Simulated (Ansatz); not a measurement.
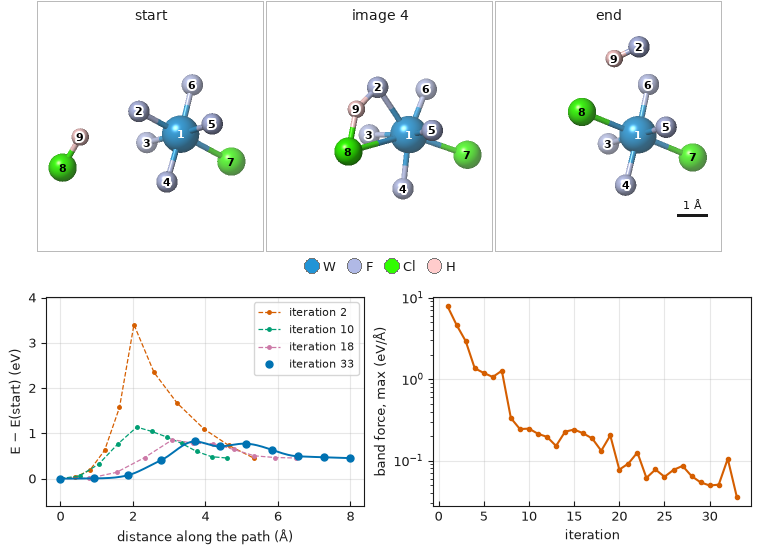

A nudged-elastic-band calculation for WHCl2F5, made up at the start of WClF5 and HCl. Images are numbered from 0 (start) to 10 (end). The plot follows the band through its iterations. Style: ball-and-stick. Shown at a tilt.

These are results of RKS PBE-D4/def2-SVP in Ansatz 0.2.0, not measurements. Settings: 9 movable images; climbing image; force threshold 0.05 eV/Å; iteration limit 60; starting path through a guess of the saddle point.

**Did the band converge, and can the barrier be trusted?**

The run is converged, with reservations. The band converged in 33 iterations. The largest component of the band force went from 7.8 to 0.036 eV/Å. The climbing image converged on the top of the path. Its vibrational analysis gives one imaginary mode (265i cm⁻¹), as a transition state must have. The first iteration put the highest image at 6.28 eV. The energy climbs by 0.82 eV to image 4 and then falls by 0.37 eV, so the end point sits at +0.46 eV. The profile has 2 maxima (images 4, 6) with a dip at image 5 (+0.71 eV), so the process runs in steps.

Limits of the set-up: the start holds two separate molecules, 2.2 Å apart at their closest, whose relative position is a soft coordinate.

Cost: 11 min on 4 threads of Arm Neoverse V2 (shared host), peak memory 0.25 GiB.
